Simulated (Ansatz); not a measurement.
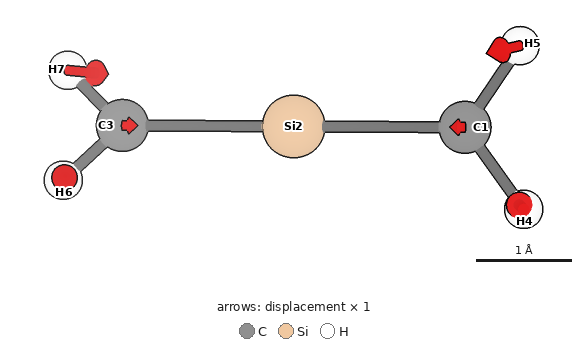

A relaxation of C2H4Si. The starting structure is drawn; red arrows show the displacements, at their true length. The two geometries are superimposed by the best rigid fit.

The picture is a ball-and-stick view, seen at a tilt.

It is one of the separated reactants of a reaction.

Theory: RKS PBE-D4/def2-SVP (Ansatz).

Input
```yaml
crystal:
  periodic: [false, false, false]
  atoms:
    - {symbol: C, position_ang: [-1.496291, 0.524719, -1.025080]}
    - {symbol: Si, position_ang: [-0.000331, -0.000583, 0.000172]}
    - {symbol: C, position_ang: [1.496314, -0.524662, 1.025055]}
    - {symbol: H, position_ang: [-2.213974, -0.128591, -1.470430]}
    - {symbol: H, position_ang: [-1.771323, 1.529105, -1.259802]}
    - {symbol: H, position_ang: [1.915299, -1.251631, 1.191647]}
    - {symbol: H, position_ang: [2.070305, -0.148357, 1.538438]}
basis:
  gaussian: {orbitals: def2-SVP}
hamiltonian: {xc: pbe, dispersion: d4}
relax: {f_tol: 0.03, max_steps: 250}
```

Run as
```bash
ansatz run in.yaml --threads 2 --pin off --events-out ev --progress --plain --max-ram 4352MiB
```

Q: Atoms of which element are displaced furthest, and by how much?

A: Hydrogen: up to 0.74 Å, against 0.18 Å for carbon.

Q: Describe the change and its energy.

A: Over 8 geometry steps the energy falls by 598.7 kJ/mol. Largest force component: 21 eV/Å at the start, 0.0033 eV/Å at the end. The largest moves after the best rigid fit, 0.74 Å, are those of H6 and H7. Largest moves by element: H 0.74 Å, C 0.18 Å. Si stays in place. Among the contacts that change: C3–H6 0.855 → 1.101 Å, C1–Si2 1.888 → 1.708 Å, C1–H4 1.068 → 1.101 Å. Among the angles between lasting bonds that change: H6–C3–H7 85.9° → 117.9°, Si2–C3–H6 136.9° → 121.0°, H4–C1–H5 108.1° → 117.9°.
